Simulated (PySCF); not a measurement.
Mean static polarisability of neutral silver ([Kr] 4d¹⁰ 5s). Finite fields; PySCF, aug-cc-pVDZ-PP with a 28-electron core potential, unrestricted single determinants, no spin-orbit coupling. 8 core electrons frozen.

The results, method by method:

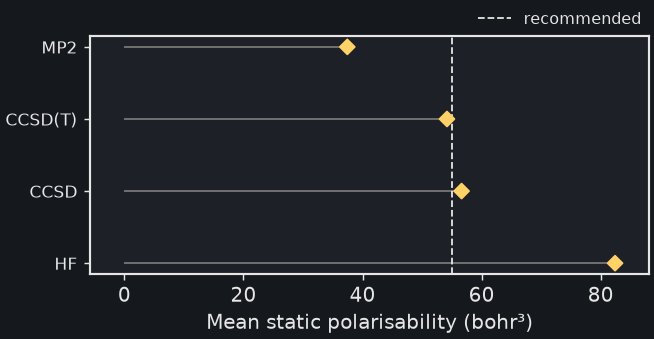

| Method | Mean static polarisability (bohr³) |
| --- | --- |
| HF | 82.4 |
| MP2 | 37.4 |
| CCSD | 56.6 |
| CCSD(T) | 54.2 |

The values run from 37.4 bohr³ (MP2) to 82.4 bohr³ (HF). The recommended value is 55.0 ± 8 bohr³; nearest to it come CCSD(T) (−0.8) and CCSD (+1.6), furthest HF (+27.4 bohr³).
